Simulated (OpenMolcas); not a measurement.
# Run report: Cl₂, relativistic diatomic calculation (part 2 of 2)

The same run, continued: Cl₂. Method: SA-CASSCF(10,6)/XMS-CASPT2 + RASSI spin-orbit (X2C scalar, AMFI), ANO-RCC-VTZP (OpenMolcas).

### Output (extracts), continued
```
++ Dipole transition strengths (spin-free states):
     for osc. strength at least  1.00000000E-05
      From   To        Osc. strength     Einstein coefficients Ax, Ay, Az (sec-1)    Total A (sec-1)
         1    8       8.07769547E-04  2.43649622E+02  4.88992558E+05  0.00000000E+00  4.89236208E+05
         1    9       8.07769732E-04  4.88992899E+05  2.43649702E+02  0.00000000E+00  4.89236548E+05
         4    6       4.81084462E-02  0.00000000E+00  0.00000000E+00  1.61518331E+07  1.61518331E+07
         4    7       1.24193339E-04  0.00000000E+00  0.00000000E+00  4.16964415E+04  4.16964415E+04
         4   13       3.14012995E-04  1.50624471E+03  1.88586823E+05  0.00000000E+00  1.90093068E+05
         5    6       1.24193283E-04  0.00000000E+00  0.00000000E+00  4.16963857E+04  4.16963857E+04
         5    7       4.81084471E-02  0.00000000E+00  0.00000000E+00  1.61518340E+07  1.61518340E+07
         5   13       3.14012945E-04  1.88586733E+05  1.50624399E+03  0.00000000E+00  1.90092977E+05
         8   11       2.65086759E-02  0.00000000E+00  0.00000000E+00  7.70394399E+06  7.70394399E+06
         8    2       4.55597002E-05  1.11852065E+03  2.23320550E+04  0.00000000E+00  2.34505757E+04
         8    3       4.57404305E-05  2.25988747E+04  1.13188446E+03  0.00000000E+00  2.37307591E+04
         9   10       2.65086614E-02  0.00000000E+00  0.00000000E+00  7.70393150E+06  7.70393150E+06
         9    2       4.55596910E-05  2.23320393E+04  1.11851975E+03  0.00000000E+00  2.34505591E+04
         9    3       4.57404163E-05  1.13188359E+03  2.25988562E+04  0.00000000E+00  2.37307398E+04
         6   12       3.21737320E-04  7.98174662E+03  1.17616097E+01  0.00000000E+00  7.99350823E+03
         7   12       3.21737047E-04  1.17615795E+01  7.98172622E+03  0.00000000E+00  7.99348780E+03
 Electric-quadrupole - electric-quadrupole not included
 Electric-dipole - electric-octupole not included
 Electric-dipole - magnetic-quadrupole not included
   Eigenvalues of complex Hamiltonian:
  (Shifted by EMIN (a.u.) =       -922.2209665317)
 SO State       Relative EMIN(au)   Rel lowest level(eV)    D:o, cm**(-1)      Omega
     1            -0.0000288191        0.0000000000              0.0000         0.0
     2             0.1119944861        3.0483094260          24586.2736         2.0
     3             0.1119944861        3.0483094260          24586.2736         2.0
     4             0.1132303944        3.0819402032          24857.5241         1.0
     5             0.1132304163        3.0819408000          24857.5289         1.0
     6             0.1146070422        3.1194006981          25159.6634         0.0
     7             0.1146381130        3.1202461777          25166.4826         0.0
     8             0.1373419169        3.7380481553          30149.3916         1.0
     9             0.1373419490        3.7380490278          30149.3987         1.0
    10             0.2143464554        5.8334483964          47049.9343         2.0
    11             0.2143467700        5.8334569567          47050.0034         2.0
    12             0.2154361586        5.8631007296          47289.0965         1.0
    13             0.2154361821        5.8631013697          47289.1017         1.0
    14             0.2166869996        5.8971378461          47563.6244         0.0
    15             0.2166989861        5.8974640171          47566.2551         0.0
    16             0.2324428084        6.3258752459          51021.6247         1.0
    17             0.2324428272        6.3258757581          51021.6289         1.0
    18             0.2433769992        6.6234097358          53421.4022         0.0
    19             0.2433866111        6.6236712886          53423.5118         1.0
    20             0.2433866111        6.6236712884          53423.5118         1.0
    21             0.2506202209        6.8205078394          55011.1057         0.0
    22             0.2506413455        6.8210826690          55015.7420         1.0
    23             0.2506413455        6.8210826681          55015.7420         1.0
    24             0.2638980971        7.1818172560          57925.2626         2.0
    25             0.2643998648        7.1954710519          58035.3879         2.0
 Weights of the five most important spin-orbit-free states for each spin-orbit state.
 SO State  Total energy (au)           Spin-free states, spin, and weights
    1        -0.000029       1 0.0  0.9999    6 1.0  0.0001    7 1.0  0.0001   13 1.0  0.0000    5 1.0  0.0000
    2         0.111994       4 1.0  0.5000    5 1.0  0.5000   12 1.0  0.0000    2 0.0  0.0000    3 0.0  0.0000
    3         0.111994       4 1.0  0.5000    5 1.0  0.5000   12 1.0  0.0000    2 0.0  0.0000    3 0.0  0.0000
    4         0.113230       4 1.0  0.9970    8 0.0  0.0029   12 1.0  0.0001    9 0.0  0.0000    5 1.0  0.0000
    5         0.113230       5 1.0  0.9970    9 0.0  0.0029   12 1.0  0.0001    8 0.0  0.0000    4 1.0  0.0000
    6         0.114607       5 1.0  0.4999    4 1.0  0.4999   12 1.0  0.0002    3 0.0  0.0000   13 1.0  0.0000
    7         0.114638       5 1.0  0.5000    4 1.0  0.5000    1 0.0  0.0000    7 1.0  0.0000    6 1.0  0.0000
    8         0.137342       8 0.0  0.9968    4 1.0  0.0029   12 1.0  0.0003    5 1.0  0.0000    9 0.0  0.0000
    9         0.137342       9 0.0  0.9968    5 1.0  0.0029   12 1.0  0.0003    4 1.0  0.0000    8 0.0  0.0000
   10         0.214346       6 1.0  0.4997    7 1.0  0.4997    2 0.0  0.0006   13 1.0  0.0000    1 0.0  0.0000
   11         0.214347       6 1.0  0.4997    7 1.0  0.4997    3 0.0  0.0006   13 1.0  0.0000    1 0.0  0.0000
   12         0.215436       6 1.0  0.9945   11 0.0  0.0048   13 1.0  0.0006   10 0.0  0.0000    7 1.0  0.0000
   13         0.215436       7 1.0  0.9945   10 0.0  0.0048   13 1.0  0.0006   11 0.0  0.0000    6 1.0  0.0000
   14         0.216687       7 1.0  0.4993    6 1.0  0.4993   13 1.0  0.0012    1 0.0  0.0001    2 0.0  0.0000
   15         0.216699       7 1.0  0.5000    6 1.0  0.5000    3 0.0  0.0000    2 0.0  0.0000   13 1.0  0.0000
   16         0.232443      10 0.0  0.9928    7 1.0  0.0050   13 1.0  0.0022    6 1.0  0.0000   11 0.0  0.0000
   17         0.232443      11 0.0  0.9928    6 1.0  0.0050   13 1.0  0.0022    7 1.0  0.0000   10 0.0  0.0000
   18         0.243377      12 1.0  0.9998    5 1.0  0.0001    4 1.0  0.0001    7 1.0  0.0000    6 1.0  0.0000
   19         0.243387      12 1.0  0.9996    9 0.0  0.0002    5 1.0  0.0001    4 1.0  0.0000    8 0.0  0.0000
   20         0.243387      12 1.0  0.9996    8 0.0  0.0002    4 1.0  0.0001    5 1.0  0.0000    9 0.0  0.0000
   21         0.250620      13 1.0  0.9988    7 1.0  0.0006    6 1.0  0.0006    1 0.0  0.0000    2 0.0  0.0000
   22         0.250641      13 1.0  0.9972   11 0.0  0.0023    6 1.0  0.0005    7 1.0  0.0000   10 0.0  0.0000
   23         0.250641      13 1.0  0.9972   10 0.0  0.0023    7 1.0  0.0005    6 1.0  0.0000   11 0.0  0.0000
   24         0.263898       2 0.0  0.9994    7 1.0  0.0003    6 1.0  0.0003    4 1.0  0.0000    5 1.0  0.0000
   25         0.264400       3 0.0  0.9994    7 1.0  0.0003    6 1.0  0.0003    5 1.0  0.0000    4 1.0  0.0000
++ Dipole transition strengths (SO states):
        for osc. strength at least   1.00000000E-05
      From   To        Osc. strength     Einstein coefficients Ax, Ay, Az (sec-1)    Total A (sec-1)
         1    8       8.05861020E-04  2.38577030E+02  4.88368196E+05  0.00000000E+00  4.88606773E+05
         1    9       8.05861207E-04  4.88368536E+05  2.38577120E+02  0.00000000E+00  4.88607114E+05
         2   10       2.41316768E-02  0.00000000E+00  0.00000000E+00  8.12252002E+06  8.12252002E+06
         2   11       2.41320536E-02  0.00000000E+00  0.00000000E+00  8.12269676E+06  8.12269676E+06
         2   22       1.58144465E-04  4.88372716E+04  4.88380731E+04  0.00000000E+00  9.76753446E+04
         2   23       1.58145159E-04  4.88374859E+04  4.88382874E+04  0.00000000E+00  9.76757734E+04
         2   24       2.26814966E-05  0.00000000E+00  0.00000000E+00  1.68158485E+04  1.68158485E+04
         2   25       2.23024535E-05  0.00000000E+00  0.00000000E+00  1.66442455E+04  1.66442455E+04
         3   10       2.41316745E-02  0.00000000E+00  0.00000000E+00  8.12251924E+06  8.12251924E+06
         3   11       2.41320559E-02  0.00000000E+00  0.00000000E+00  8.12269753E+06  8.12269753E+06
         3   22       1.58145143E-04  4.88374808E+04  4.88382823E+04  0.00000000E+00  9.76757631E+04
         3   23       1.58144482E-04  4.88372767E+04  4.88380782E+04  0.00000000E+00  9.76753549E+04
         3   24       2.26814966E-05  0.00000000E+00  0.00000000E+00  1.68158485E+04  1.68158485E+04
         3   25       2.23024535E-05  0.00000000E+00  0.00000000E+00  1.66442455E+04  1.66442455E+04
         4   12       4.79729485E-02  0.00000000E+00  0.00000000E+00  1.61011937E+07  1.61011937E+07
         4   13       1.20284402E-04  0.00000000E+00  0.00000000E+00  4.03711552E+04  4.03711552E+04
         4   17       4.74510254E-05  0.00000000E+00  0.00000000E+00  2.16670401E+04  2.16670401E+04
         4   21       3.13372139E-04  1.48996007E+03  1.88565528E+05  0.00000000E+00  1.90055488E+05
         4   22       3.65950582E-05  0.00000000E+00  0.00000000E+00  2.22011779E+04  2.22011779E+04
         5   12       1.20284351E-04  0.00000000E+00  0.00000000E+00  4.03711022E+04  4.03711022E+04
         5   13       4.79729487E-02  0.00000000E+00  0.00000000E+00  1.61011943E+07  1.61011943E+07
         5   16       4.74516371E-05  0.00000000E+00  0.00000000E+00  2.16673046E+04  2.16673046E+04
         5   21       3.13372090E-04  1.88565438E+05  1.48995933E+03  0.00000000E+00  1.90055398E+05
         5   23       3.65950945E-05  0.00000000E+00  0.00000000E+00  2.22011928E+04  2.22011928E+04
         6   15       4.81596028E-02  0.00000000E+00  0.00000000E+00  1.61278593E+07  1.61278593E+07
         6   22       1.55466910E-04  9.22012160E+04  2.35758646E+02  0.00000000E+00  9.24369746E+04
         6   23       1.55464407E-04  2.35776381E+02  9.21997103E+04  0.00000000E+00  9.24354867E+04
         7   14       4.80867101E-02  0.00000000E+00  0.00000000E+00  1.60898683E+07  1.60898683E+07
         7   21       7.70341281E-05  0.00000000E+00  0.00000000E+00  4.57675424E+04  4.57675424E+04
         7   22       1.55128175E-04  2.35158880E+02  9.19582829E+04  0.00000000E+00  9.21934418E+04
         7   23       1.55130647E-04  9.19597694E+04  2.35141380E+02  0.00000000E+00  9.21949108E+04
         8   17       2.64963136E-02  0.00000000E+00  0.00000000E+00  7.69955608E+06  7.69955608E+06
         8   22       6.82890812E-05  0.00000000E+00  0.00000000E+00  2.81655082E+04  2.81655082E+04
         8   24       4.55289157E-05  1.11971200E+03  2.23098898E+04  0.00000000E+00  2.34296018E+04
         8   25       4.57085263E-05  2.25758596E+04  1.13306068E+03  0.00000000E+00  2.37089202E+04
         9   16       2.64962993E-02  0.00000000E+00  0.00000000E+00  7.69954369E+06  7.69954369E+06
         9   23       6.82889097E-05  0.00000000E+00  0.00000000E+00  2.81654215E+04  2.81654215E+04
         9   24       4.55289067E-05  2.23098741E+04  1.11971110E+03  0.00000000E+00  2.34295852E+04
         9   25       4.57085123E-05  1.13305981E+03  2.25758412E+04  0.00000000E+00  2.37089010E+04
        10   19       1.67866632E-04  4.27265962E+03  2.75892109E+02  0.00000000E+00  4.54855173E+03
        10   20       1.67863775E-04  2.75899340E+02  4.27257498E+03  0.00000000E+00  4.54847432E+03
        11   19       1.67863758E-04  2.75893338E+02  4.27248198E+03  0.00000000E+00  4.54837532E+03
        11   20       1.67866600E-04  4.27256626E+03  2.75886076E+02  0.00000000E+00  4.54845234E+03
        12   18       3.21506353E-04  8.05250976E+03  1.20261145E+01  0.00000000E+00  8.06453587E+03
        13   18       3.21506076E-04  1.20260842E+01  8.05248927E+03  0.00000000E+00  8.06451535E+03
        14   19       1.54325644E-04  3.53460854E+03  1.42791267E-01  0.00000000E+00  3.53475133E+03
        14   20       1.54328767E-04  1.42823313E-01  3.53468003E+03  0.00000000E+00  3.53482285E+03
        15   19       1.54335837E-04  1.42701554E-01  3.53166881E+03  0.00000000E+00  3.53181151E+03
        15   20       1.54332728E-04  3.53159770E+03  1.42669722E-01  0.00000000E+00  3.53174037E+03
 Electric-quadrupole - electric-quadrupole not included
 Electric-dipole - electric-octupole not included
 Electric-dipole - magnetic-quadrupole not included
```

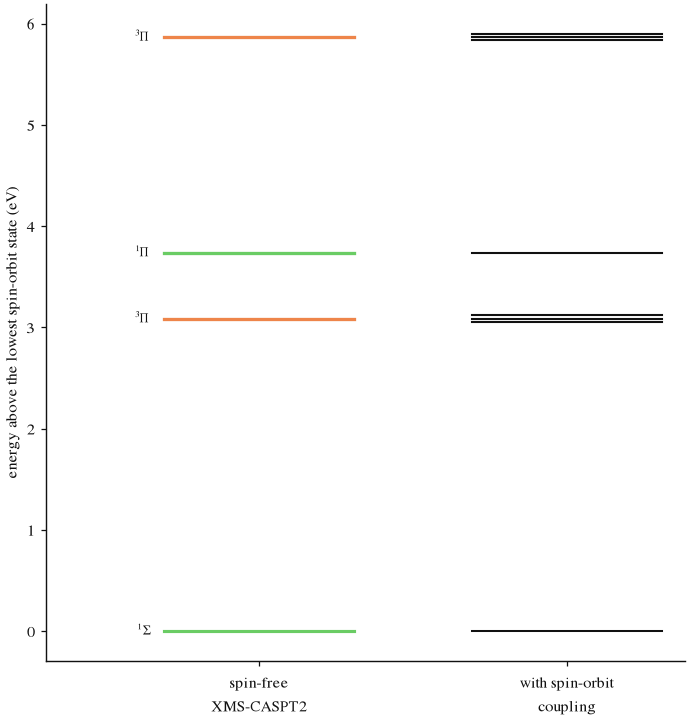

Figure 1. States up to 6.3 eV at 2.024 Å, without spin-orbit coupling (left, a colour for each spin multiplicity) and with it (right, where close levels merge). The spin-free states run ¹Σ (0.00 eV), ³Π (3.08 eV), ¹Π (3.74 eV), ³Π (5.87 eV) from the lowest. The lowest spin-orbit levels have |Ω| = 0 (0 cm⁻¹), 2 (24,586 cm⁻¹), 1 (24,858 cm⁻¹), 0 (25,160 cm⁻¹), 0 (25,166 cm⁻¹).

Outcome of the run: converged; components of a degenerate state are split by 110 cm⁻¹.
